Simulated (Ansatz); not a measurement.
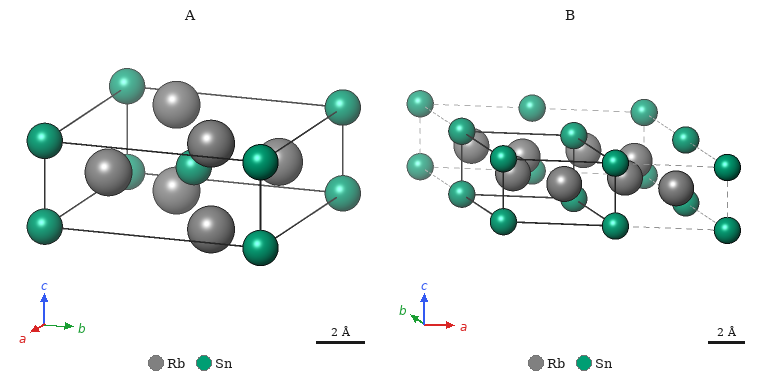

Two structures of Rb2Sn, each relaxed to rest (conventional cells in solid outline, small ones repeated, not to one scale). Method: DFT PBE, scalar-relativistic, plane waves, PAW (Ansatz 0.2.0), without spin polarisation.

Question: What are A and B?

Answer: A: 6 atoms a cell on a primitive orthorhombic lattice, Pnnm. B: AlB₂ type, P6/mmm.

Question: Which of the two does the method prefer?

Answer: B is lower, by 73 meV/atom at this level of theory (energies at zero smearing). Volumes: A 58.7, B 43.0 Å³/atom.

One or both may be structure types tried for this composition rather than known phases.
